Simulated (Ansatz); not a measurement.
**Geometry relaxation, with input and output: C$_{2}$H$_{6}$ClNZn (part 2 of 2)**

Continued. System: C$_{2}$H$_{6}$ClNZn. Method: RKS PBE-D4/def2-SVP (Ansatz 0.2.0). The geometry: force-field start.

Geometry of the input (Å):
```
C  -1.0985  -0.5491  0.4436
N  -0.1474  -0.3225  -0.6154
C  1.1639  -0.5339  -0.0880
Zn -0.2109  1.7462  -1.3997
Cl -0.1012  2.9612  -0.6478
H  -0.9920  0.2426  1.2534
H  -1.0827  -1.5389  0.8341
H  -2.1153  -0.3155  -0.0075
H  1.4174  0.2117  0.7777
H  1.9417  -0.3859  -0.8610
H  1.2903  -1.5729  0.3310
```

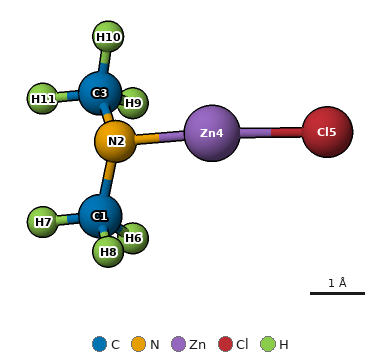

The geometry at step 6 of the log (ball-and-stick view, seen at a tilt; atoms are numbered from 1 in the order of the input).

```
1389 factors; their error is unknown
mean field -64574.40457797 eV, -2373.0655981369 hartree, gradient 2.0e-5 eV, S^2 0.000000; 1 other end points of the search recorded, 0 dependent functions left out
the calculation of the forces begins
reference -64574.40462131 eV, -2373.0655997295 hartree; 36, 36 occupied and 85, 85 virtual orbitals, 1389 factors
Total energy: -64574.62592890 eV, -2373.0737326335 hartree
Atom 0 at    -1.129715    -0.529078     0.517303 Å, force     0.010951    -0.016094     0.008855 eV/Å
Atom 1 at    -0.048517     0.035063    -0.261914 Å, force     0.002775    -0.016733     0.014184 eV/Å
Atom 2 at     1.238666    -0.562066     0.022711 Å, force    -0.007341    -0.016186     0.012615 eV/Å
Atom 3 at    -0.162501     1.730171    -0.920149 Å, force     0.004866     0.000829     0.022944 eV/Å
Atom 4 at    -0.327556     3.625861    -1.834916 Å, force    -0.002118    -0.008441    -0.009577 eV/Å
Atom 5 at    -1.004564    -0.411848     1.626691 Å, force     0.005291     0.008768    -0.012709 eV/Å
Atom 6 at    -1.225622    -1.628920     0.332051 Å, force     0.006468     0.015445    -0.011309 eV/Å
Atom 7 at    -2.105416    -0.073844     0.247020 Å, force    -0.000185     0.003742    -0.003874 eV/Å
Atom 8 at     1.571105    -0.447650     1.088794 Å, force    -0.009647     0.009115    -0.009444 eV/Å
Atom 9 at     2.036463    -0.131637    -0.618003 Å, force    -0.001220     0.003830    -0.003805 eV/Å
Atom 10 at     1.222957    -1.663051    -0.179188 Å, force    -0.009840     0.015727    -0.007880 eV/Å
Dipole moment:     0.041887    -0.325933     0.221776 e Å
```

## Trajectory as extended XYZ (Å, eV, eV/Å), 11 frames, from step=1 to step=11
```
11
Properties=species:S:1:pos:R:3:forces:R:3 step=1 energy=-64561.59128
C    -1.0985   -0.5491    0.4436   -1.3608   3.5869  -1.6898
N    -0.1474   -0.3225   -0.6154    0.1188   0.3600  -1.4709
C     1.1639   -0.5339   -0.0880    0.5263   0.9774   0.6073
Zn   -0.2109    1.7462   -1.3997   -4.2520 -50.8210 -27.5033
Cl   -0.1012    2.9612   -0.6478    4.3109  49.2095  29.0880
H    -0.9920    0.2426    1.2534   -0.0196  -0.6011   0.3543
H    -1.0827   -1.5389    0.8341    0.1343  -1.5805   0.7057
H    -2.1153   -0.3155   -0.0075    0.3181  -0.5486   0.5567
H     1.4174    0.2117    0.7777    0.0586  -0.7383  -0.4812
H     1.9417   -0.3859   -0.8610    0.2037  -0.0831  -0.1040
H     1.2903   -1.5729    0.3310   -0.0382   0.2386  -0.0629
11
Properties=species:S:1:pos:R:3:forces:R:3 step=2 energy=-64572.43064
C    -1.1112   -0.5171    0.4213   -0.7167   1.5313  -0.7223
N    -0.1433   -0.3416   -0.6400   -0.1071   0.6319  -1.0385
C     1.1692   -0.5222   -0.0890    0.5849   0.3951   0.4542
Zn   -0.2215    1.5493   -1.4206   -0.5943 -10.1656  -2.5951
Cl   -0.0896    3.1454   -0.5846    0.6482   8.9840   3.8791
H    -0.9919    0.2356    1.2609    0.0092  -0.3657   0.0907
H    -1.0822   -1.5359    0.8347    0.0485  -0.4334   0.2181
H    -2.1268   -0.3222   -0.0027    0.0016  -0.2908   0.2540
H     1.4215    0.2014    0.7735   -0.0301  -0.4631  -0.4053
H     1.9501   -0.3876   -0.8627    0.1714  -0.0562  -0.0571
H     1.2909   -1.5622    0.3296   -0.0156   0.2325  -0.0780
11
Properties=species:S:1:pos:R:3:forces:R:3 step=3 energy=-64574.00562
C    -1.1301   -0.4973    0.3983   -0.1451   0.0563   0.0769
N    -0.1388   -0.3607   -0.6535   -0.1782   0.2567  -0.4586
C     1.1829   -0.5217   -0.0939    0.4398  -0.1747   0.3074
Zn   -0.2188    1.4139   -1.2778   -0.0830  -1.9762   0.0596
Cl   -0.0907    3.3253   -0.6530    0.0708   2.1481   0.2259
H    -0.9943    0.2154    1.2642   -0.0238  -0.1434  -0.0288
H    -1.0890   -1.5309    0.8227   -0.0754   0.0310   0.0322
H    -2.1497   -0.3326   -0.0022   -0.1197  -0.0952   0.0127
H     1.4275    0.1809    0.7631   -0.0076  -0.1667  -0.1634
H     1.9672   -0.3904   -0.8670    0.0681  -0.0411  -0.0284
H     1.2991   -1.5590    0.3193    0.0540   0.1052  -0.0357
11
Properties=species:S:1:pos:R:3:forces:R:3 step=4 energy=-64574.23118
C    -1.1403   -0.5104    0.3975   -0.0131  -0.1513   0.1958
N    -0.1357   -0.3563   -0.6471   -0.0752  -0.1023  -0.1108
C     1.1960   -0.5411   -0.0909    0.2188  -0.1281   0.1191
Zn   -0.2129    1.4108   -1.1762    0.0169   0.4970   0.1682
Cl   -0.1023    3.4879   -0.7593   -0.0520   0.1090  -0.2847
H    -1.0077    0.1840    1.2748   -0.0564  -0.0942   0.0176
H    -1.1022   -1.5475    0.8175   -0.0471   0.0481  -0.0363
H    -2.1615   -0.3520   -0.0019   -0.0719  -0.0413  -0.0344
H     1.4448    0.1501    0.7629    0.0560  -0.0840   0.0060
H     1.9771   -0.4048   -0.8681    0.0110  -0.0425  -0.0142
H     1.3099   -1.5777    0.3112    0.0132  -0.0102  -0.0264
11
Properties=species:S:1:pos:R:3:forces:R:3 step=5 energy=-64574.33267
C    -1.1456   -0.5262    0.4093    0.0300  -0.0959   0.1194
N    -0.1291   -0.3208   -0.6222   -0.0104   0.2095   0.0419
C     1.2080   -0.5587   -0.0818    0.0689  -0.0730   0.0843
Zn   -0.1998    1.4809   -1.0991    0.0307   0.4818   0.1721
Cl   -0.1324    3.6174   -0.9061   -0.0532  -0.3318  -0.2479
H    -1.0360    0.1325    1.3166   -0.0460  -0.1033  -0.0098
H    -1.1069   -1.5770    0.7914    0.0004   0.0282  -0.0656
H    -2.1654   -0.3687    0.0010   -0.0130  -0.0044  -0.0248
H     1.4882    0.0965    0.7903    0.0347  -0.0990  -0.0155
H     1.9833   -0.4230   -0.8655   -0.0109  -0.0087  -0.0082
H     1.3010   -1.6099    0.2865   -0.0313  -0.0033  -0.0461
11
Properties=species:S:1:pos:R:3:forces:R:3 step=6 energy=-64574.42031
C    -1.1471   -0.5354    0.4259    0.0488  -0.0772   0.0381
N    -0.1188   -0.2551   -0.5793    0.0477   0.1578   0.2503
C     1.2172   -0.5688   -0.0676   -0.0150  -0.0665   0.0524
Zn   -0.1849    1.5508   -1.0211    0.0123   0.5240   0.0389
Cl   -0.1683    3.7011   -1.0774   -0.0351  -0.4610  -0.1425
H    -1.0647    0.0650    1.3755   -0.0242  -0.1099  -0.0498
H    -1.1022   -1.6090    0.7403    0.0098   0.0634  -0.0810
H    -2.1616   -0.3668    0.0065    0.0036   0.0127   0.0072
H     1.5374    0.0269    0.8334   -0.0027  -0.1102  -0.0558
H     1.9837   -0.4230   -0.8583   -0.0020   0.0107   0.0112
H     1.2746   -1.6428    0.2426   -0.0432   0.0562  -0.0690
11
Properties=species:S:1:pos:R:3:forces:R:3 step=7 energy=-64574.49750
C    -1.1481   -0.5416    0.4455    0.1152  -0.0386   0.0087
N    -0.1041   -0.1773   -0.5157    0.0595   0.0746   0.3047
C     1.2263   -0.5756   -0.0502   -0.0892  -0.0366   0.0651
Zn   -0.1697    1.6244   -0.9545   -0.0080   0.4062  -0.0418
Cl   -0.2082    3.7496   -1.2621   -0.0123  -0.4521  -0.0391
H    -1.0876   -0.0185    1.4418   -0.0165  -0.1161  -0.0924
H    -1.1006   -1.6385    0.6718    0.0056   0.1189  -0.0836
H    -2.1559   -0.3458    0.0204    0.0134   0.0209   0.0243
H     1.5836   -0.0575    0.8849   -0.0279  -0.1171  -0.0952
H     1.9855   -0.4041   -0.8432   -0.0019   0.0210   0.0254
H     1.2442   -1.6722    0.1817   -0.0379   0.1189  -0.0761
11
Properties=species:S:1:pos:R:3:forces:R:3 step=8 energy=-64574.56700
C    -1.1469   -0.5376    0.4766    0.0066  -0.0996  -0.0966
N    -0.0847   -0.1155   -0.4266    0.0085   0.2042   0.0334
C     1.2382   -0.5714   -0.0211   -0.0502  -0.1046  -0.0910
Zn   -0.1718    1.6507   -0.9617    0.0174   0.1154   0.0815
Cl   -0.2483    3.7193   -1.4557   -0.0131  -0.2181  -0.0522
H    -1.0599   -0.1473    1.5261   -0.0100  -0.0437  -0.0171
H    -1.1694   -1.6555    0.5580    0.0268   0.1013  -0.0167
H    -2.1449   -0.2330    0.0834    0.1265  -0.0107   0.0665
H     1.5886   -0.1852    0.9734    0.0030  -0.0421  -0.0147
H     2.0034   -0.2915   -0.7823   -0.0877  -0.0075   0.1114
H     1.2610   -1.6901    0.0503   -0.0278   0.1053  -0.0046
11
Properties=species:S:1:pos:R:3:forces:R:3 step=9 energy=-64574.60094
C    -1.1158   -0.5397    0.4870   -0.1879   0.1413   0.0305
N    -0.0716   -0.0111   -0.3691    0.0291  -0.3400   0.1586
C     1.2135   -0.5722    0.0004    0.1885   0.1383  -0.0437
Zn   -0.1658    1.7210   -0.9352    0.0039   0.1534   0.0091
Cl   -0.2879    3.7087   -1.6514   -0.0067  -0.0805  -0.0267
H    -1.0037   -0.2649    1.5700    0.0159  -0.0835   0.0020
H    -1.1344   -1.6567    0.4414    0.0307   0.0226  -0.0043
H    -2.1236   -0.1975    0.1745   -0.0299   0.0547  -0.0661
H     1.5512   -0.3008    1.0364   -0.0157  -0.0836   0.0071
H     2.0208   -0.2550   -0.6908    0.0026   0.0546  -0.0739
H     1.1827   -1.6890   -0.0428   -0.0305   0.0227   0.0074
11
Properties=species:S:1:pos:R:3:forces:R:3 step=10 energy=-64574.62254
C    -1.1329   -0.5296    0.5158   -0.0143  -0.0114   0.0158
N    -0.0494    0.0294   -0.2657    0.0076  -0.0592   0.0441
C     1.2410   -0.5626    0.0201    0.0176  -0.0110   0.0082
Zn   -0.1651    1.7252   -0.9322    0.0207  -0.1195   0.1061
Cl   -0.3221    3.6338   -1.8094   -0.0102   0.0492  -0.0518
H    -1.0210   -0.4016    1.6260    0.0268   0.0546  -0.0303
H    -1.2291   -1.6338    0.3529    0.0287   0.0450  -0.0696
H    -2.1056   -0.0772    0.2281   -0.0007  -0.0239   0.0244
H     1.5863   -0.4375    1.0814   -0.0345   0.0559  -0.0144
H     2.0290   -0.1352   -0.6355    0.0111  -0.0232   0.0208
H     1.2342   -1.6680   -0.1610   -0.0527   0.0436  -0.0533
11
Properties=species:S:1:pos:R:3:forces:R:3 step=11 energy=-64574.62589
C    -1.1297   -0.5291    0.5173    0.0110  -0.0161   0.0089
N    -0.0485    0.0351   -0.2619    0.0028  -0.0167   0.0142
C     1.2387   -0.5621    0.0227   -0.0073  -0.0162   0.0126
Zn   -0.1625    1.7302   -0.9201    0.0049   0.0008   0.0229
Cl   -0.3276    3.6259   -1.8349   -0.0021  -0.0084  -0.0096
H    -1.0046   -0.4118    1.6267    0.0053   0.0088  -0.0127
H    -1.2256   -1.6289    0.3321    0.0065   0.0154  -0.0113
H    -2.1054   -0.0738    0.2470   -0.0002   0.0037  -0.0039
H     1.5711   -0.4476    1.0888   -0.0096   0.0091  -0.0094
H     2.0365   -0.1316   -0.6180   -0.0012   0.0038  -0.0038
H     1.2230   -1.6631   -0.1792   -0.0098   0.0157  -0.0079
```
